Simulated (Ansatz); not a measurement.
# CH4CuO (charge +1): what the fields show

The calculation's input:

```
crystal:
  periodic: [false, false, false]
  atoms:
    - {symbol: Cu, position_ang: [-0.255487, -0.354771, -2.366405]}
    - {symbol: C, position_ang: [0.386522, 0.011892, 0.578621]}
    - {symbol: O, position_ang: [-0.590283, -0.056414, -0.493626]}
    - {symbol: H, position_ang: [1.222423, -0.620943, 0.291626]}
    - {symbol: H, position_ang: [-0.066480, -0.376192, 1.489789]}
    - {symbol: H, position_ang: [0.717689, 1.041052, 0.713968]}
    - {symbol: H, position_ang: [-1.414384, 0.355277, -0.213874]}
basis:
  gaussian: {orbitals: "def2-TZVPPD.json"}
total_charge: 1
hamiltonian: {xc: pbe0, dispersion: d4}
output: {orbitals: {seedname: orbitals}}
```

Launched as:

```sh
ansatz run in.yaml --threads 4 --pin off --events-out ev --progress --plain --max-ram 9574MiB
```

Geometry: PBE0-D4/def2-TZVP.

Computed with RKS PBE0-D4/def2-TZVPPD (Ansatz).

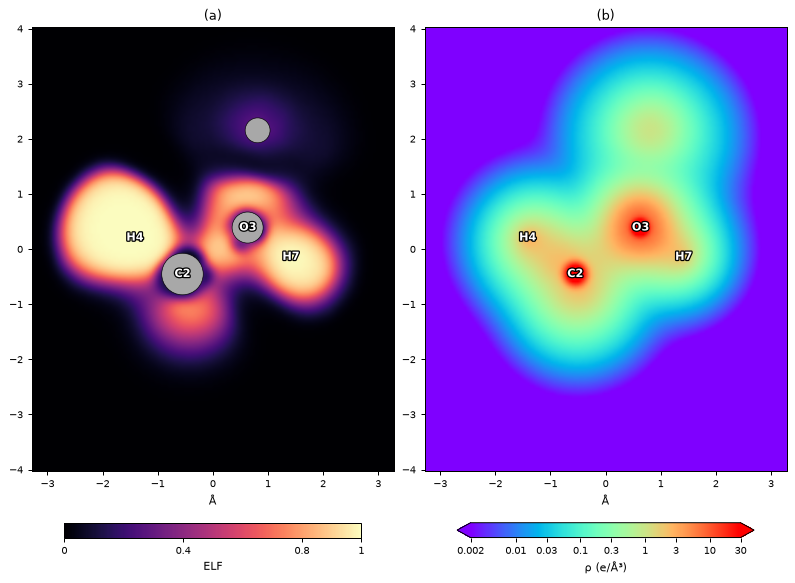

Figure 1. (a) ELF; (b) electron density on the plane of atoms O3, C2 and H4. Grey discs cover the atomic cores in the ELF map.

> Describe what can be read from this map.

The section cuts through C, O and H sites. C–O (1.45 Å): ρ at the midpoint is about 1.8 e/Å³, with its minimum of 1.5 e/Å³ about 0.5 Å from C; the ELF peaks at about 0.90 between the atoms, as expected for a shared but strongly polarised pair. O–H (0.96 Å): the density is about 3.9 e/Å³ at the midpoint; the ELF climbs to about 1 towards the hydrogen, as it does in any bond to H: an ordinary covalent bond to hydrogen. C–H (1.09 Å): the density is about 2.1 e/Å³ at the midpoint; the ELF climbs to about 1 towards the hydrogen; a covalent bond by its length.

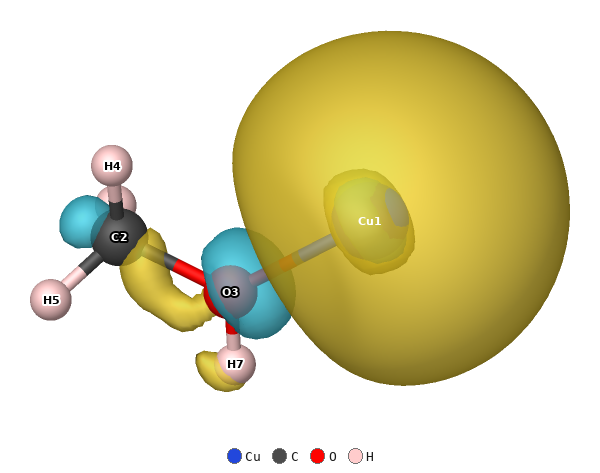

Figure 2. The LUMO at ±0.08 Å⁻³ᐟ² (yellow and cyan are the two phases), seen at an oblique angle.

> Where does this orbital lie, and at what energy?

Its weight (Hirshfeld) is mainly on Cu1 (about 90 %). Its energy is −7.92 eV.

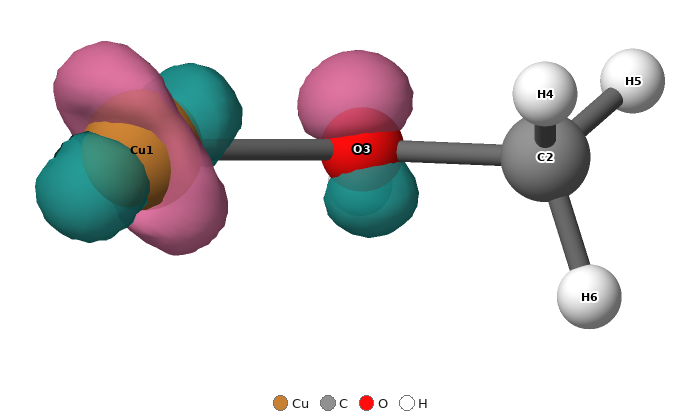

Figure 3. The HOMO−1 at ±0.3 Å⁻³ᐟ² (teal and pink are the two phases), seen from one side.

> What is the character of this orbital?

Its weight (Hirshfeld) is mainly on Cu1 (about 75 %) and O3 (about 15 %). Its energy is −13.63 eV.
